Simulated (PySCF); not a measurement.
Br$_{2}$H$_{2}$Si, SMILES `Br[SiH2]Br`.

Level of theory: PBE0/def2-TZVP (PySCF), at a geometry from GFN2-xTB. No frequency check shows the geometry to be a minimum. A basis without diffuse functions makes polarisabilities too small. GFN2-xTB bond lengths at metals and heavier atoms can be off by up to 0.1 Å and shapes distorted, which carries into these values.

Geometry (Å), atoms numbered from 1:

```
Br1      1.7868    0.2592    0.0000
Si2      0.0000   -1.0394    0.0000
Br3     -1.7868    0.2592   -0.0000
H4      -0.0008   -1.7971    1.2318
H5       0.0008   -1.7971   -1.2318
```

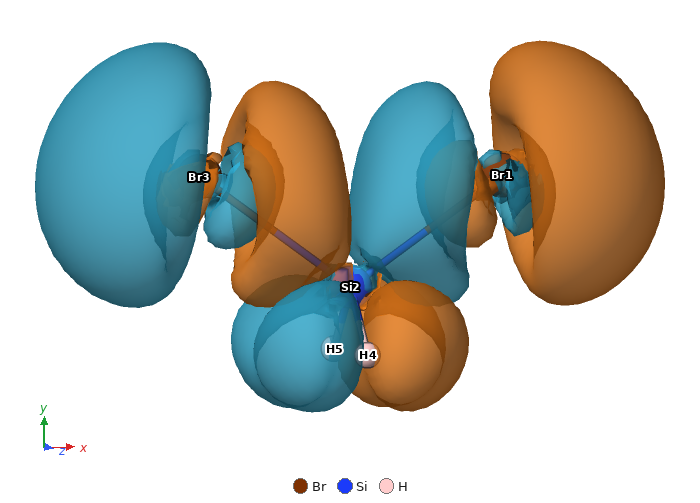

Change of the electron density in a uniform field of 0.21 V/Å, surfaces at ±0.001 e/Å³ (light blue: gain, orange: loss).

Question: Along which Cartesian direction does the field point?

Answer: Along +x: electrons gather on the −x side, against the field.

Question: How large is the response?

Answer: The induced dipole is 0.80 D (along the field); α along this axis, from the fields in both directions, is 78 bohr³ (11.6 Å³).

Question: Which atoms gain and lose the most charge?

Answer: Electrons gather most on Br3 (Hirshfeld charge changes by −0.025 e) and leave Br1 most (+0.025 e); 0.059 electrons are displaced in all.

Run time: 59 s on 1 thread of Arm Neoverse N1 (shared host), peak memory 0.67 GiB.
